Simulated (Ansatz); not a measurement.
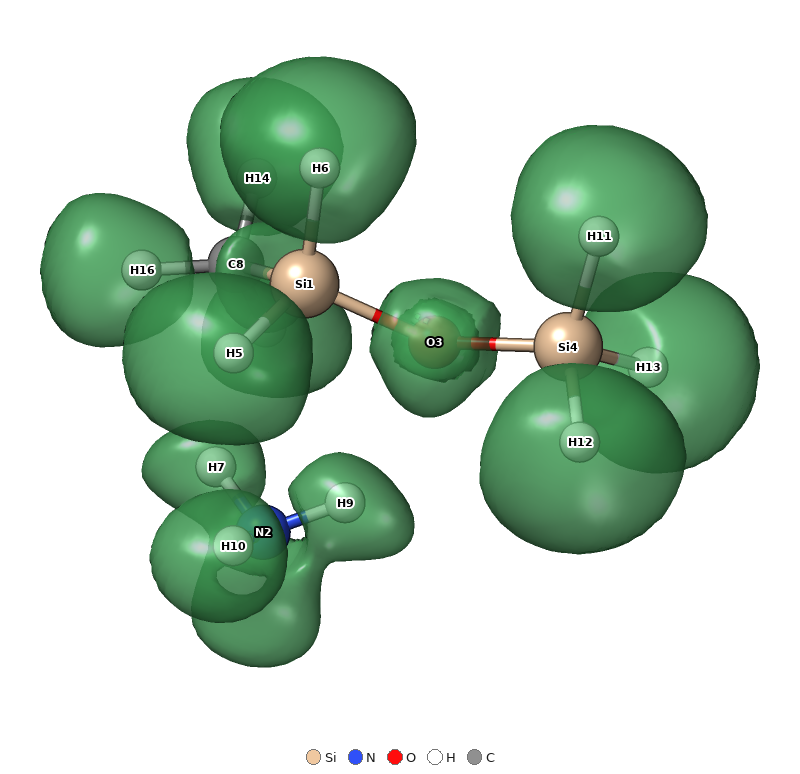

The picture shows: CH$_{8}$OSi$_{2}$···NH$_{3}$. Isosurface of the ELF at 0.8 (green), seen at a tilt. Only the valence region is drawn (cores and ρ < 0.01 e/Å³ removed).

These are results of Ansatz, RKS B3LYP-D4/def2-SVP, not measurements.

Input

```
crystal:
  periodic: [false, false, false]
  atoms:
    - { symbol: Si, position_ang: [0.4089, 0.6801, 0.6518] }
    - { symbol: "N", position_ang: [1.3245, -1.1903, 0.2304] }
    - { symbol: O, position_ang: [-0.3264, 0.7097, -0.795] }
    - { symbol: Si, position_ang: [-0.54, 1.063, -2.3448] }
    - { symbol: H, position_ang: [1.7629, 1.2459, 0.6358] }
    - { symbol: H, position_ang: [-0.2932, 1.7568, 1.3892] }
    - { symbol: H, position_ang: [0.2088, -1.3288, 0.9577] }
    - { symbol: C, position_ang: [-0.8238, -0.7648, 1.7147] }
    - { symbol: H, position_ang: [1.3433, -1.5169, -0.7244] }
    - { symbol: H, position_ang: [2.1963, -1.4286, 0.6843] }
    - { symbol: H, position_ang: [-1.1352, 2.3958, -2.4344] }
    - { symbol: H, position_ang: [0.7466, 1.0254, -3.042] }
    - { symbol: H, position_ang: [-1.4387, 0.0194, -2.8412] }
    - { symbol: H, position_ang: [-1.7326, -0.175, 1.6157] }
    - { symbol: H, position_ang: [-1.1967, -1.7879, 1.5512] }
    - { symbol: H, position_ang: [-0.5045, -0.7037, 2.751] }
basis:
  gaussian: { orbitals: def2-SVP }
hamiltonian:
  xc: b3lyp
  dispersion: d4
relax:
  f_tol: 0.15
  max_steps: 25
  restrain:
    - { distance: [0, 7], at: 1.87, k: 30.0 }
    - { distance: [6, 1], at: 1.02, k: 30.0 }
    - { distance: [0, 1], at: 3.12, k: 30.0 }
    - { distance: [6, 7], at: 2.37, k: 30.0 }
output:
  orbitals: {}
```

Launched as:

```sh
ansatz run input.yaml --threads 4 --pin off --max-ram 5120MiB --backend cpu --events-out ev --progress --plain --runs-dir out
```

The fields are those of the run's last geometry, not of the input's.

Question: Identify the bonds, lone pairs and shells in this picture.

Answer: The surface consists of one region between bonded C–Si atoms (shared pairs), eight regions around hydrogen nuclei, one region wrapped around O (its lone pairs, merged into a ring or cap) and one joined region spread over several atoms (H, N), in which their bonds and any lone pairs are merged. Along the contacts the grid gives the following. C8···H7 (2.38 Å): the ELF dips to about 0.05 between them. Si–O (1.66 Å): the ELF peaks at about 0.85 between the atoms (a shared but strongly polarised pair).
